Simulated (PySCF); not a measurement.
# CH5In (SMILES [CH3][InH2]): levels of theory compared

Aim: a comparison of 6 runs (HF/STO-3G, BLYP/STO-3G, PBE0/def2-SVP, PBE0/def2-TZVP, MP2/def2-SVPD, MP2/def2-TZVP) of CH5In. 

The calculation is run with PySCF 2.14.0.

## (1) The molecule

The species is CH5In (7 atoms), meant as a singlet with charge 0. As SMILES, `[CH3][InH2]`. The shape is that of a PBE0-D4/def2-TZVP optimisation.

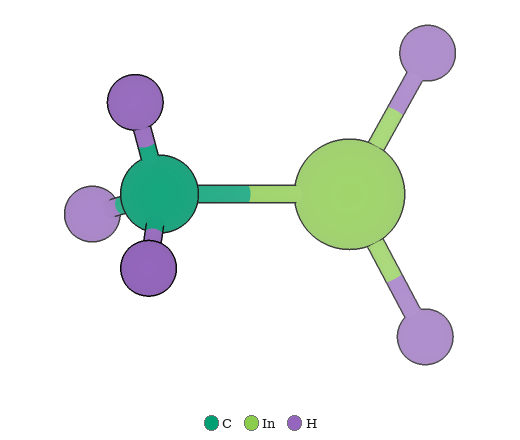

Viewed from a chosen angle; carbon teal, indium green, hydrogen purple.

## (2) Energy and gradient at HF/STO-3G (run 1)

File calc.py:

```python
import pyscf.grad
from pyscf import gto, scf

mol = gto.M(
    atom=[
    ('C', (-0.528500, -0.700600, -0.498600)),
    ('In', (0.594300, 0.783800, 0.584000)),
    ('H', (-1.415600, -1.012400, 0.052500)),
    ('H', (-0.848300, -0.280000, -1.455900)),
    ('H', (0.091200, -1.573000, -0.712000)),
    ('H', (-0.133500, 1.677000, 1.874900)),
    ('H', (2.240400, 1.105200, 0.155100)),
],
    max_memory=1860,
    verbose=4,
    basis='sto-3g',
    spin=0,
    charge=0,
)

calc0 = scf.RHF(mol)
calc0.conv_tol = 1e-10
calc0.kernel()
if not calc0.converged:
    calc0 = calc0.newton().run(calc0.mo_coeff, calc0.mo_occ)

energy = calc0.e_tot
print('E = %.10f Eh' % energy)
grad = calc0.Gradients().kernel()
calc0.analyze()
```

Command:

```sh
$ OMP_NUM_THREADS=1 python calc.py
```

Output:

```text
PySCF version 2.14.0

[... 75 lines left out ...]
One-electron Energy =                -8210.298490434850464
[... 5 lines left out ...]
MO #1   energy= -986.855621962964  occ= 2
[... 3 lines left out ...]
MO #5   energy= -138.002503607551  occ= 2
[... 3 lines left out ...]
MO #9   energy= -24.6940347386657  occ= 2
[... 3 lines left out ...]
MO #13  energy= -16.5587323498827  occ= 2
[... 3 lines left out ...]
MO #17  energy= -3.04246819386576  occ= 2
[... 3 lines left out ...]
MO #21  energy= -0.542926871452891 occ= 2
[... 3 lines left out ...]
MO #25  energy= -0.528046857055112 occ= 2
[... 3 lines left out ...]
MO #29  energy= -0.311242645378183 occ= 2
[... 3 lines left out ...]
MO #33  energy= 0.551478722912185  occ= 0
[... 3 lines left out ...]
MO #37  energy= 0.783196857559111  occ= 0
[... 8 lines left out ...]
pop of  1 In 2s           1.99998
pop of  1 In 3s           1.99986
pop of  1 In 4s           1.99974
pop of  1 In 5s           1.03525
pop of  1 In 2px          2.00000
pop of  1 In 2py          2.00000
pop of  1 In 2pz          2.00000
pop of  1 In 3px          1.99996
pop of  1 In 3py          1.99997
pop of  1 In 3pz          1.99997
pop of  1 In 4px          1.99946
pop of  1 In 4py          1.99886
pop of  1 In 4pz          1.99896
pop of  1 In 5px          0.69269
pop of  1 In 5py          0.38581
pop of  1 In 5pz          0.44304
pop of  1 In 3dxy         1.99999
pop of  1 In 3dyz         1.99998
pop of  1 In 3dz^2        1.99999
pop of  1 In 3dxz         1.99998
pop of  1 In 3dx2-y2      1.99999
pop of  1 In 4dxy         1.98349
pop of  1 In 4dyz         1.97215
pop of  1 In 4dz^2        1.99272
pop of  1 In 4dxz         1.98241
pop of  1 In 4dx2-y2      1.98404
pop of  2 H 1s            0.98554
pop of  3 H 1s            0.98576
pop of  4 H 1s            0.98541
pop of  5 H 1s            1.16145
pop of  6 H 1s            1.16206
 ** Mulliken atomic charges  **
charge of    0C =     -0.25149
charge of    1In =      0.53171
charge of    2H =      0.01446
charge of    3H =      0.01424
charge of    4H =      0.01459
charge of    5H =     -0.16145
charge of    6H =     -0.16206
Dipole moment(X, Y, Z, Debye):  0.10614,  0.14519,  0.11231
```

It took 5.7 s on 1 thread of Intel Xeon at 2.50GHz (Skylake/Cascade Lake), shared host; peak memory 0.12 GiB.

## (3) Energy and gradient at BLYP/STO-3G (run 2)

File calc.py:

```python
# [CH3][InH2]
from pyscf import gto, dft

system = gto.Mole()
system.atom = [
    ('C', (-0.528500, -0.700600, -0.498600)),
    ('In', (0.594300, 0.783800, 0.584000)),
    ('H', (-1.415600, -1.012400, 0.052500)),
    ('H', (-0.848300, -0.280000, -1.455900)),
    ('H', (0.091200, -1.573000, -0.712000)),
    ('H', (-0.133500, 1.677000, 1.874900)),
    ('H', (2.240400, 1.105200, 0.155100)),
]
system.verbose = 4
system.max_memory = 1860
system.basis = 'sto-3g'
system.charge = 0
system.build()

ks = dft.RKS(system, xc='blyp')
ks.grids.level = 5
ks.conv_tol = 1e-10
ks.kernel()
if not ks.converged:
    ks = ks.newton().run(ks.mo_coeff, ks.mo_occ)

e_final = ks.e_tot
print('E(%s) = %.9f' % ('BLYP', e_final))
grad = ks.nuc_grad_method().kernel()
ks.analyze()
```

Command:

```sh
$ OMP_NUM_THREADS=1 python calc.py
```

Output:

```text
PySCF version 2.14.0

[... 92 lines left out ...]
One-electron Energy =                -8206.957567158257007
[... 5 lines left out ...]
MO #1   energy= -974.152358541744  occ= 2
[... 3 lines left out ...]
MO #5   energy= -133.766212837671  occ= 2
[... 3 lines left out ...]
MO #9   energy= -22.6890842014749  occ= 2
[... 3 lines left out ...]
MO #13  energy= -15.1553034617582  occ= 2
[... 3 lines left out ...]
MO #17  energy= -2.3454078804686   occ= 2
[... 3 lines left out ...]
MO #21  energy= -0.286313974588474 occ= 2
[... 3 lines left out ...]
MO #25  energy= -0.198827848457846 occ= 2
[... 3 lines left out ...]
MO #29  energy= -0.100150608826027 occ= 2
[... 3 lines left out ...]
MO #33  energy= 0.322544886976923  occ= 0
[... 3 lines left out ...]
MO #37  energy= 0.469887613747809  occ= 0
[... 8 lines left out ...]
pop of  1 In 2s           1.99998
pop of  1 In 3s           1.99982
pop of  1 In 4s           1.99978
pop of  1 In 5s           1.18495
pop of  1 In 2px          2.00000
pop of  1 In 2py          2.00000
pop of  1 In 2pz          2.00000
pop of  1 In 3px          1.99993
pop of  1 In 3py          1.99995
pop of  1 In 3pz          1.99994
pop of  1 In 4px          1.99880
pop of  1 In 4py          1.99793
pop of  1 In 4pz          1.99807
pop of  1 In 5px          0.72571
pop of  1 In 5py          0.41024
pop of  1 In 5pz          0.46819
pop of  1 In 3dxy         1.99996
pop of  1 In 3dyz         1.99994
pop of  1 In 3dz^2        1.99998
pop of  1 In 3dxz         1.99996
pop of  1 In 3dx2-y2      1.99996
pop of  1 In 4dxy         1.96386
pop of  1 In 4dyz         1.93179
pop of  1 In 4dz^2        1.98488
pop of  1 In 4dxz         1.96309
pop of  1 In 4dx2-y2      1.96604
pop of  2 H 1s            0.96766
pop of  3 H 1s            0.96492
pop of  4 H 1s            0.96644
pop of  5 H 1s            1.12384
pop of  6 H 1s            1.12445
 ** Mulliken atomic charges  **
charge of    0C =     -0.25995
charge of    1In =      0.40725
charge of    2H =      0.03234
charge of    3H =      0.03508
charge of    4H =      0.03356
charge of    5H =     -0.12384
charge of    6H =     -0.12445
Dipole moment(X, Y, Z, Debye): -0.00179,  0.00585, -0.01758
```

Run time: 18 s. Hardware: 1 thread of Intel Xeon at 2.50GHz (Skylake/Cascade Lake), shared host; peak memory 0.42 GiB.

Runs 3 to 5 aren't shown in full; the table further down has their settings and results.

## (4) Energy and forces at MP2/def2-TZVP (core potential) (run 6)

File job.py:

```python
import pyscf.grad
from pyscf import gto, mp

system = gto.M(
    atom='''
C     -0.528500    -0.700600    -0.498600
In     0.594300     0.783800     0.584000
H     -1.415600    -1.012400     0.052500
H     -0.848300    -0.280000    -1.455900
H      0.091200    -1.573000    -0.712000
H     -0.133500     1.677000     1.874900
H      2.240400     1.105200     0.155100
''',
    ecp={'In': 'def2-svp'},
    basis='def2-tzvp',
    max_memory=1860,
    verbose=3,
    charge=0,
)

mf = system.RHF()
mf.conv_tol = 1e-10
mf.kernel()
if not mf.converged:
    mf = mf.newton().run(mf.mo_coeff, mf.mo_occ)

pt = mp.MP2(mf, frozen=5).run()
energy = pt.e_tot
print('E(%s) = %.9f' % ('MP2', energy))
grad = pt.Gradients().kernel()
dip = mf.dip_moment()
pop, q = mf.mulliken_pop()
```

Command:

```sh
$ OMP_NUM_THREADS=1 python job.py
```

Output:

```text
converged SCF energy = -229.96700403027
[... 13 lines left out ...]
Dipole moment(X, Y, Z, Debye): -0.33066, -0.43038, -0.30276
[... 80 lines left out ...]
pop of  1 In 5f+2         0.00028
pop of  1 In 5f+3         0.00036
pop of  2 H 1s            0.26308
pop of  2 H 2s            0.48291
pop of  2 H 3s            0.10150
pop of  2 H 2px           0.01095
pop of  2 H 2py           0.00555
pop of  2 H 2pz           0.00697
pop of  3 H 1s            0.26092
pop of  3 H 2s            0.48589
pop of  3 H 3s            0.10896
pop of  3 H 2px           0.00531
pop of  3 H 2py           0.00634
pop of  3 H 2pz           0.01187
pop of  4 H 1s            0.26224
pop of  4 H 2s            0.48318
pop of  4 H 3s            0.10521
pop of  4 H 2px           0.00755
pop of  4 H 2py           0.01105
pop of  4 H 2pz           0.00487
pop of  5 H 1s            0.21409
pop of  5 H 2s            0.56529
pop of  5 H 3s            0.35596
pop of  5 H 2px           0.00145
pop of  5 H 2py           0.00171
pop of  5 H 2pz           0.00304
pop of  6 H 1s            0.21407
pop of  6 H 2s            0.56517
pop of  6 H 3s            0.35812
pop of  6 H 2px           0.00473
pop of  6 H 2py           0.00066
pop of  6 H 2pz           0.00079
 ** Mulliken atomic charges  **
charge of    0C =     -0.69182
charge of    1In =      0.60122
charge of    2H =      0.12904
charge of    3H =      0.12072
charge of    4H =      0.12591
charge of    5H =     -0.14153
charge of    6H =     -0.14353
```

Wall time 62 s (1 thread of Intel Xeon at 2.50GHz (Skylake/Cascade Lake), shared host); peak memory 2.1 GiB.

## (5) Overview of the runs

```csv
run,level,integration grid,core potential,energy (Eh),dipole moment (D) of the reference,HOMO energy (eV),LUMO energy (eV),wall time
1,HF/STO-3G,–,–,-5723.174052,0.21,-8.01,5.95,5.7 s
2,BLYP/STO-3G,5,–,-5725.298644,0.02,-2.64,1.05,18 s
3,PBE0/def2-SVP (core potential),5,def2-svp,-231.117155,0.69,-7.54,-1.50,29 s
4,PBE0/def2-TZVP (core potential),5,def2-svp,-231.171689,0.68,-7.56,-1.54,68 s
5,MP2/def2-SVPD (core potential),–,def2-svp,-230.179767,0.64,-10.29,0.95,30 s
6,MP2/def2-TZVP (core potential),–,def2-svp,-230.434454,0.62,-10.25,0.75,62 s
```

## (6) Summary of results

| quantity | value |
| --- | --- |
| run 6: total energy | -230.43445 Eh |
| run 6: dipole moment (Hartree–Fock density) | 0.62 D |
| run 6: HOMO energy (Hartree–Fock orbitals) | -10.25 eV |
| run 6: LUMO energy (Hartree–Fock orbitals) | 0.75 eV |
| run 6: HOMO–LUMO gap (Hartree–Fock orbitals) | 11.00 eV |
| run 6: correlation energy (5 core orbitals frozen) | -467.4 mEh |
| run 6: largest force on an atom | 0.223 eV/Å |

In words: Over runs 1, 2, 3, 4 the dipole moment (its size) runs from 0.02 D (BLYP/STO-3G) to 0.69 D (PBE0/def2-SVP). The two ends differ in method and basis and core potential. Over runs 1, 2, 3, 4 the HOMO–LUMO gap runs from 3.69 eV (BLYP/STO-3G) to 13.96 eV (HF/STO-3G). Exact exchange widens orbital gaps. Totals of different functionals can't be ranked against each other. Some runs of one species differ in core potentials or relativity; totals across that change don't compare. In runs 1, 2 the basis is minimal, so the values are rough. In runs 1, 2 relativity is left out where basis or elements ask for it. All runs together took 3.6 min, the longest 68 s.
